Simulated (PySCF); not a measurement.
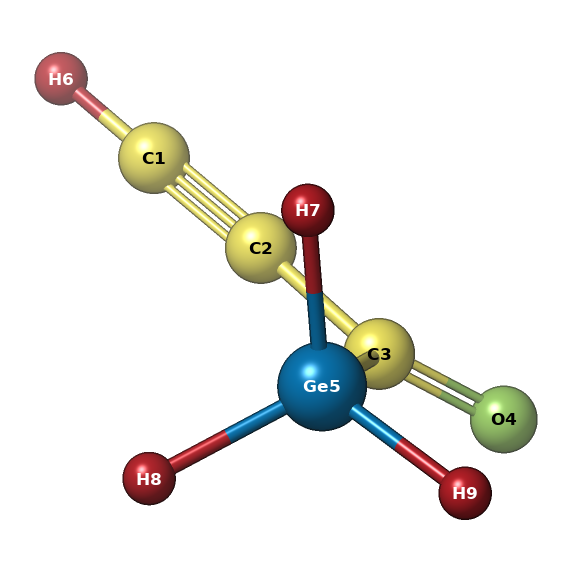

C3 lies behind Ge5. The molecule seen a little off the Ge5–C3 bond, Ge5 in front. Depth is shown by fading: the farther an atom, the more it takes the colour of the background. The geometry was computed by an optimisation with PBE0-D3(BJ)/def2-SVP. No frequency run is at hand to confirm it as a minimum.

What is the torsion angle H7–Ge5–C3–O4? The sign is positive where the front bond must turn clockwise to cover the back bond.

Answer. 124°, anticlinal.
